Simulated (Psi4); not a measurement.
**CAM-B3LYP/def2-SVP (density fitting with def2-universal-jkfit, sweep point 3) run of CH4OSi (SMILES CO[SiH])**

Aim: the vertical singlet–triplet gap of CH4OSi at CAM-B3LYP/def2-SVP (density fitting with def2-universal-jkfit, sweep point 3), from 2 runs. The job is set up through a Python script.

The calculation is run with Psi4 1.11.

2 further runs of the same task are left out: 2 set aside as unsound or not needed.

**1. The structure to begin with**

CH4OSi has 7 atoms, charge 0, and is taken as a singlet. As SMILES, `CO[SiH]`. Geometry: relaxed at PBE0-D4/def2-TZVP. This is one conformer, not always the lowest.

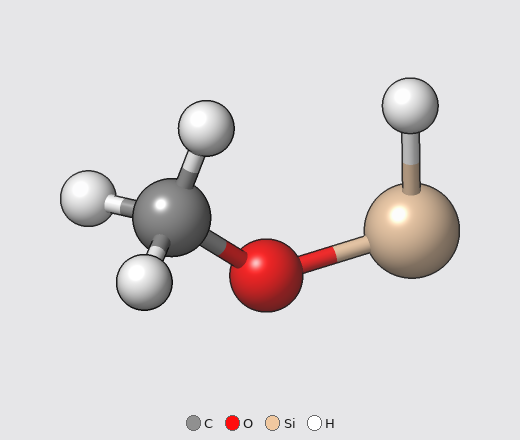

The structure, seen from a chosen angle (carbon grey, oxygen red, silicon light orange, hydrogen white).

**2. The energy at CAM-B3LYP/def2-SVP (density fitting with def2-universal-jkfit, sweep point 3)**

The input, job.py:

```python
import psi4

psi4.set_memory('1600 MB')
psi4.set_num_threads(1)
psi4.core.set_output_file('ch4osi.out', False)

m = psi4.geometry("""
0 1
C     -0.512400     0.485500    -0.338500
O     -0.443200    -0.446500     0.717600
Si     0.796900    -1.387300     1.229900
H     -1.296400     0.180800    -1.035500
H      0.443800     0.547500    -0.868700
H     -0.769300     1.467500     0.065400
H      1.841700    -0.915600     0.184100
units angstrom
symmetry c1
""")

options = {'basis': 'def2-SVP', 'puream': True, 'scf_type': 'df', 'dft_radial_points': 99, 'dft_spherical_points': 590, 'df_basis_scf': 'def2-universal-jkfit'}
psi4.set_options(options)

e = psi4.energy('cam-b3lyp')
print(f'total energy {e:.8f} hartree = {e * 27.211386:.5f} eV')
```

Command:

```sh
$ python job.py
```

ch4osi.out, shortened:

```text
[...]
  Running in c1 symmetry.
[...]
  Nuclear repulsion =  101.069904478392957
[...]
  Multiplicity = 1
[...]
  Nalpha       = 16
  Nbeta        = 16
[...]
    Number of basis functions: 66
[...]
   @DF-RKS iter   1:  -404.84401021374686   -5.35587e-01   8.08432e-03 ADIIS/DIIS
[...]
   @DF-RKS iter   8:  -404.97386885329195   -8.84819e-09   2.86749e-07 DIIS
[...]
    Orbital Energies [Eh]
    ---------------------
    Doubly Occupied:
       1A    -66.200136     2A    -19.222252     3A    -10.315955
       4A     -5.367788     5A     -3.733264     6A     -3.729542
       7A     -3.724183     8A     -1.094269     9A     -0.771450
      10A     -0.603839    11A     -0.533240    12A     -0.532133
      13A     -0.468578    14A     -0.384061    15A     -0.381845
      16A     -0.283052
[...]
  @DF-RKS Final Energy:  -404.97386885329195
   => Energetics <=
    Nuclear Repulsion Energy =            101.0699044783929565
    One-Electron Energy =                -758.7274480927032982
    Two-Electron Energy =                 279.8176944544869116
    DFT Exchange-Correlation Energy =     -27.1340196934684634
    Empirical Dispersion Energy =           0.0000000000000000
    VV10 Nonlocal Energy =                  0.0000000000000000
    Total Energy =                       -404.9738688532919468
[...]
 Multipole Moments:
 ------------------------------------------------------------------------------------
     Multipole            Electronic (a.u.)      Nuclear  (a.u.)        Total (a.u.)
 ------------------------------------------------------------------------------------
 L = 1.  Multiply by 2.5417464519 to convert [e a0] to [Debye]
 Dipole X            :          0.3251006           -0.3626770           -0.0375764
 Dipole Y            :         -3.1531830            3.6121422            0.4589591
 Dipole Z            :          3.5300751           -4.0483827           -0.5183077
 Magnitude           :                                                    0.6933241
[...]
```

On the terminal:

```text
total energy -404.97386885 hartree = -11019.90027 eV
```

Run time: 10 s. Hardware: 1 thread of AMD EPYC 7R43 (Zen 3), shared host; peak memory 0.92 GiB.

**3. The triplet, same level**

The input, calc.py:

```python
import psi4

psi4.set_memory(1600000000)
psi4.set_num_threads(1)
psi4.core.set_output_file('psi4.out', False)

geom = psi4.geometry("""
0 3
C     -0.512400     0.485500    -0.338500
O     -0.443200    -0.446500     0.717600
Si     0.796900    -1.387300     1.229900
H     -1.296400     0.180800    -1.035500
H      0.443800     0.547500    -0.868700
H     -0.769300     1.467500     0.065400
H      1.841700    -0.915600     0.184100
symmetry c1
""")

psi4.set_options({
    'basis': 'def2-SVP',
    'reference': 'uks',
    'puream': True,
    'scf_type': 'df',
    'dft_radial_points': 99,
    'dft_spherical_points': 590,
    'df_basis_scf': 'def2-universal-jkfit',
    'maxiter': 100,
})

result, w = psi4.energy("cam-b3lyp", return_wfn=True)
print('E =', round(result, 9))
for k, v in sorted(psi4.core.scalar_variables().items()):
    print(f'{k:45s} {v:18.10f}')
```

Command:

```sh
$ python calc.py
```

psi4.out, shortened:

```text
[...]
  Running in c1 symmetry.
[...]
  Nuclear repulsion =  101.069904478392957
[...]
  Multiplicity = 3
[...]
  Nalpha       = 17
  Nbeta        = 15
[...]
    Number of basis functions: 66
[...]
   @DF-UKS iter   1:  -404.75067546209897   -4.42252e-01   8.42946e-03 ADIIS/DIIS
[...]
   @DF-UKS iter   9:  -404.89226477224139   -6.13451e-08   7.19803e-07 DIIS
[...]
   @S^2 Observed:                2.003923974E+00
[...]
    Orbital Energies [Eh]
    ---------------------
    Alpha Occupied:
       1A    -66.213354     2A    -19.199434     3A    -10.314407
       4A     -5.381511     5A     -3.744928     6A     -3.743932
       7A     -3.742993     8A     -1.080911     9A     -0.765791
      10A     -0.608349    11A     -0.529417    12A     -0.525112
      13A     -0.490837    14A     -0.382288    15A     -0.377876
      16A     -0.344167    17A     -0.203991
    Alpha Virtual:
      18A      0.058045    19A      0.120107    20A      0.130007
      21A      0.181004    22A      0.186085    23A      0.227011
      24A      0.236873    25A      0.391345    26A      0.416714
[...]
  @DF-UKS Final Energy:  -404.89226477224139
   => Energetics <=
    Nuclear Repulsion Energy =            101.0699044783929565
    One-Electron Energy =                -758.6859644129878006
    Two-Electron Energy =                 279.8549619922934539
    DFT Exchange-Correlation Energy =     -27.1311668299399678
    Empirical Dispersion Energy =           0.0000000000000000
    VV10 Nonlocal Energy =                  0.0000000000000000
    Total Energy =                       -404.8922647722413899
[...]
 Multipole Moments:
 ------------------------------------------------------------------------------------
     Multipole            Electronic (a.u.)      Nuclear  (a.u.)        Total (a.u.)
 ------------------------------------------------------------------------------------
 L = 1.  Multiply by 2.5417464519 to convert [e a0] to [Debye]
 Dipole X            :          0.4832014           -0.3626770            0.1205243
 Dipole Y            :         -3.4493295            3.6121422            0.1628126
 Dipole Z            :          3.8011431           -4.0483827           -0.2472397
 Magnitude           :                                                    0.3196272
[...]
```

The script printed:

```text
E = -404.892264772
CURRENT ENERGY                                   -404.8922647722
CURRENT REFERENCE ENERGY                         -404.8922647722
DD SOLVATION ENERGY                                 0.0000000000
DFT FUNCTIONAL TOTAL ENERGY                      -404.8922647722
DFT TOTAL ENERGY                                 -404.8922647722
DFT VV10 ENERGY                                     0.0000000000
DFT XC ENERGY                                     -27.1311668299
GRID ELECTRONS ALPHA                               17.0000000975
GRID ELECTRONS BETA                                15.0000001557
GRID ELECTRONS TOTAL                               32.0000002531
NUCLEAR REPULSION ENERGY                          101.0699044784
ONE-ELECTRON ENERGY                              -758.6859644130
PCM POLARIZATION ENERGY                             0.0000000000
PE ENERGY                                           0.0000000000
SCF ITERATION ENERGY                             -404.8922647722
SCF ITERATIONS                                      9.0000000000
SCF TOTAL ENERGY                                 -404.8922647722
TWO-ELECTRON ENERGY                               279.8549619923
XC GRID RADIAL POINTS                              99.0000000000
XC GRID SPHERICAL POINTS                          590.0000000000
XC GRID TOTAL POINTS                           388247.0000000000
```

It took 17 s on 1 thread of AMD EPYC 7R43 (Zen 3), shared host; peak memory 0.92 GiB.

**4. Summary of results**

Level: CAM-B3LYP/def2-SVP (density fitting with def2-universal-jkfit, sweep point 3).

| quantity | value |
| --- | --- |
| singlet: total energy | -404.97387 Eh |
| singlet: dipole moment | 1.76 D |
| singlet: HOMO energy | -7.70 eV |
| singlet: LUMO energy | -0.62 eV |
| singlet: HOMO–LUMO gap | 7.08 eV |
| triplet: total energy | -404.89226 Eh |
| triplet: dipole moment | 0.81 D |
| triplet: HOMO energy (highest over α and β) | -5.55 eV |
| triplet: LUMO energy (lowest over α and β) | -2.94 eV |
| triplet: ⟨S²⟩ | 2.004 |
| vertical energy of the triplet above the singlet | 2.221 eV |

What this shows: At this shape the triplet lies 2.22 eV (51 kcal/mol) above the singlet.
